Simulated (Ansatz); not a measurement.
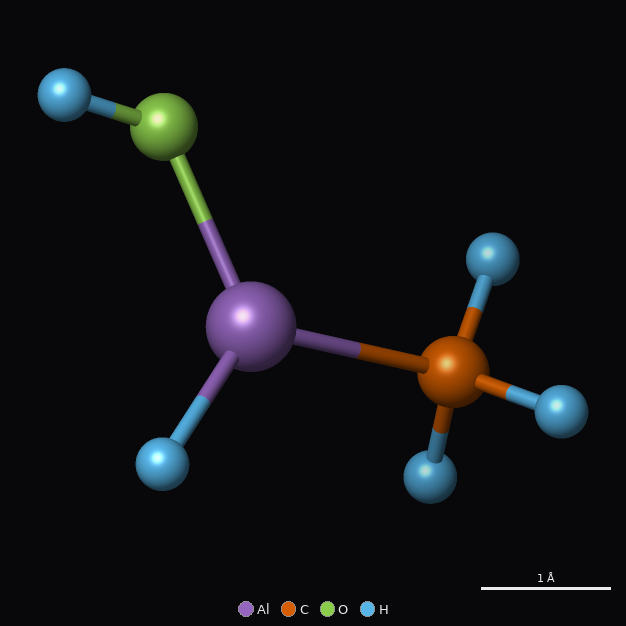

Rendered structure (ball-and-stick style). Every bond is drawn as one stick, whatever its order.

The computed structure is the end point of a PBE0-D4/def2-TZVP optimisation.

**Which formula does it have?**

CH5AlO, 8 atoms: 1 carbon, 5 hydrogen, 1 aluminium and 1 oxygen.

**How many sets of symmetry-equivalent atoms are there?**

7: 1 Al, 1 C, 1 O, 1 H, 2 H, 1 H, 1 H.

**Count the bonded pairs by element.**

3 C–H, 1 C–Al, 1 O–H, 1 Al–H, 1 Al–O. Sticks follow a distance rule.

**What is the point group of this geometry?**

Cs.

The parts below concern this one geometry. Atoms keep their numbers from picture to picture.

Geometry

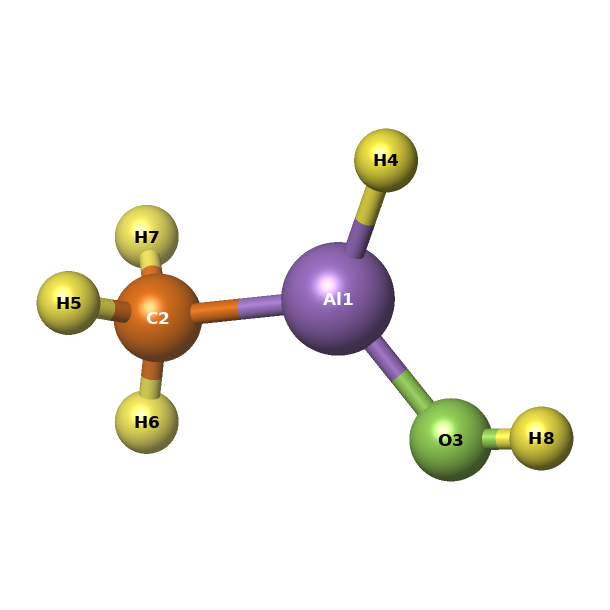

Atoms carry their numbers in the input.

List the bonds and their lengths.

```json
{"bond": "Al1–C2", "length (Å)": "1.940"}
{"bond": "Al1–O3", "length (Å)": "1.701"}
{"bond": "Al1–H4", "length (Å)": "1.589"}
{"bond": "C2–H5", "length (Å)": "1.095"}
{"bond": "C2–H6", "length (Å)": "1.092"}
{"bond": "C2–H7", "length (Å)": "1.095"}
{"bond": "O3–H8", "length (Å)": "0.956"}
```

Electronic properties

Level of theory: RKS PBE0-D4/def2-TZVP (Ansatz 0.2.0).

**Give the harmonic zero-point energy at this level.**

146.4 kJ/mol.

**What is the dipole moment?**

0.63 D.

**Estimate the dispersion correction.**

−8.2 kJ/mol.

Vibrations

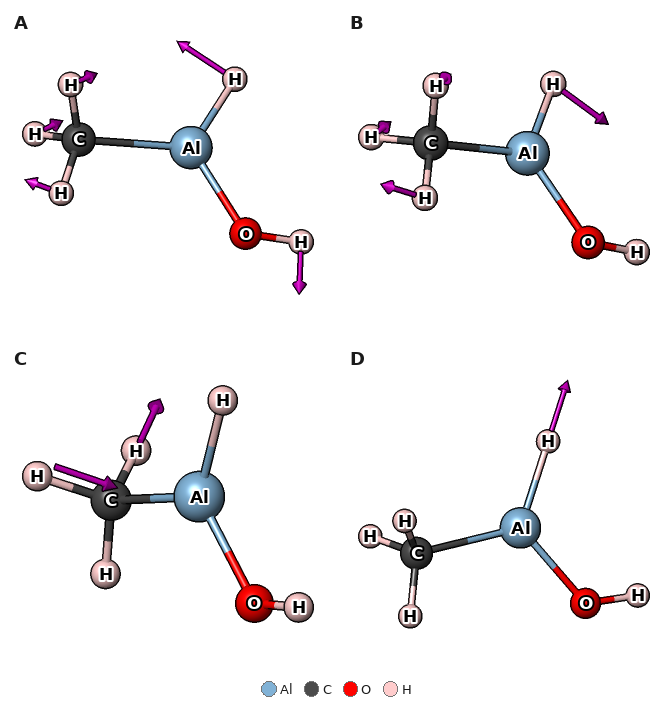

4 normal modes of one molecule or complex, as arrows. Harmonic vibrations computed with RKS PBE0-D4/def2-TZVP (Ansatz 0.2.0) at a stationary point of the same level.

**Match the panels to the wavenumbers 544 cm⁻¹, 737 cm⁻¹, 1911 cm⁻¹, 3110 cm⁻¹.**

A: 544 cm⁻¹, angle bending
B: 737 cm⁻¹, angle bending
C: 3110 cm⁻¹, out-of-phase stretching of 2 C–H bonds
D: 1911 cm⁻¹, Al–H stretching

Charges

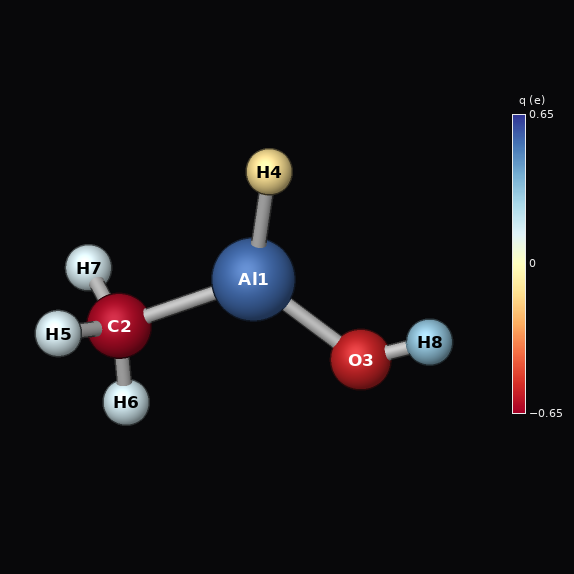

Atoms are coloured by their Mulliken charges. Properties computed with RKS PBE0-D4/def2-TZVP (Ansatz 0.2.0).

**Which atom carries the highest charge (most positive or least negative)?**

Al1 (0.54 e).

**And the lowest?**

C2 (−0.62 e).

Give the Mulliken charges atom by atom.

```
atom  value (e)
 Al1       0.54
  C2      −0.62
  O3      −0.55
  H4      −0.12
  H5       0.14
  H6       0.15
  H7       0.14
  H8       0.31
```

Mulliken values depend strongly on the basis set and can even reverse the polarity of a bond.
